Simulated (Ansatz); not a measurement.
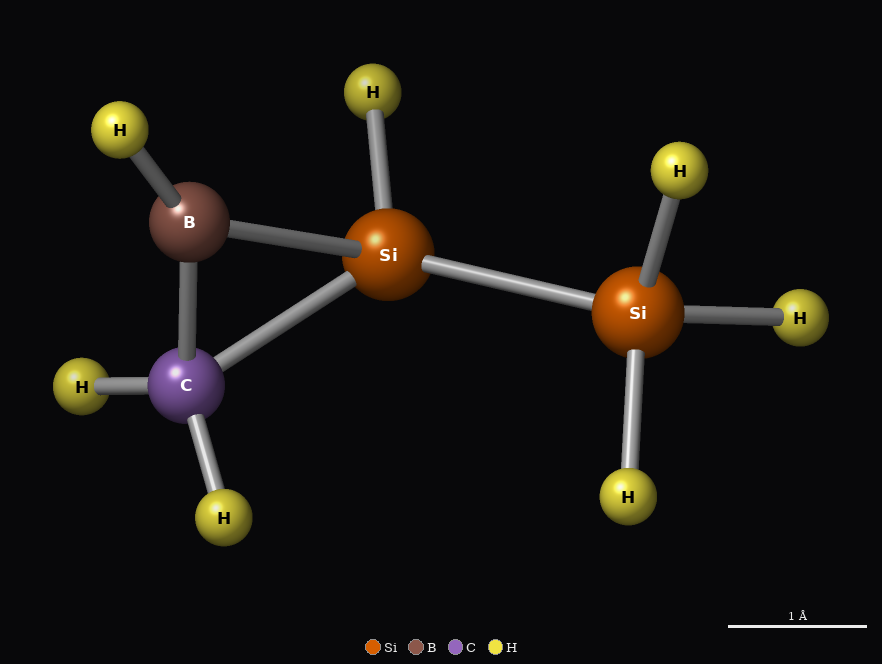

Starting geometry of the run.

Input file:

```yaml
crystal:
  periodic: [false, false, false]
  atoms:
    - {symbol: Si, position_ang: [-1.132500, 1.408900, -0.065300]}
    - {symbol: Si, position_ang: [-0.344900, -0.477500, 0.670800]}
    - {symbol: B, position_ang: [1.591400, -0.514400, 0.101700]}
    - {symbol: C, position_ang: [0.612300, -1.458300, -0.516700]}
    - {symbol: H, position_ang: [-1.195900, 1.430100, -1.565000]}
    - {symbol: H, position_ang: [-0.340400, 2.581300, 0.389900]}
    - {symbol: H, position_ang: [-2.523700, 1.624500, 0.434700]}
    - {symbol: H, position_ang: [-0.315000, -0.785000, 2.098300]}
    - {symbol: H, position_ang: [2.735900, -0.096500, 0.229600]}
    - {symbol: H, position_ang: [0.317600, -1.238000, -1.551800]}
    - {symbol: H, position_ang: [0.660700, -2.532100, -0.205600]}
basis:
  gaussian: {orbitals: def2-SVP}
hamiltonian: {xc: pbe, dispersion: d4}
relax: {f_tol: 0.03, max_steps: 200}
```

It was started with:

```sh
ansatz run in.yaml --threads 2 --pin off --events-out ev --progress --plain --max-ram 4352MiB
```

What the program printed (its end):

```
1110 factors; their error is unknown
mean field -17563.17687779 eV, -645.4348455101 hartree, gradient 9.4e-6 eV, S^2 0.000000; 1 other end points of the search recorded, 0 dependent functions left out
the calculation of the forces begins
reference -17563.17691699 eV, -645.4348469504 hartree; 23, 23 occupied and 76, 76 virtual orbitals, 1110 factors
Total energy: -17563.41332375 eV, -645.4435347387 hartree
Atom 0 at    -1.273931     1.471837    -0.100673 Å, force     0.000652     0.001183     0.002703 eV/Å
Atom 1 at     0.339935     0.090579     0.875146 Å, force    -0.003844     0.007137    -0.002650 eV/Å
Atom 2 at     1.854168    -0.785908     0.057138 Å, force     0.021063    -0.002434     0.005505 eV/Å
Atom 3 at     0.649744    -1.375812    -0.604743 Å, force    -0.011821    -0.000482     0.005796 eV/Å
Atom 4 at    -0.989196     1.565250    -1.576451 Å, force     0.001306     0.003345    -0.001685 eV/Å
Atom 5 at    -1.203515     2.849030     0.503908 Å, force    -0.005967    -0.002404    -0.000307 eV/Å
Atom 6 at    -2.668417     0.936846     0.095648 Å, force     0.003003     0.000480    -0.001337 eV/Å
Atom 7 at    -0.007282    -0.269314     2.300651 Å, force     0.001833    -0.001978     0.001112 eV/Å
Atom 8 at     2.899233    -1.251630     0.448064 Å, force    -0.000249     0.001939    -0.000973 eV/Å
Atom 9 at    -0.024256    -0.820013    -1.284218 Å, force    -0.005025     0.004386    -0.005740 eV/Å
Atom 10 at     0.489018    -2.467864    -0.693869 Å, force    -0.000950    -0.011173    -0.002424 eV/Å
Dipole moment:    -0.184675    -0.013670    -0.043061 e Å
```
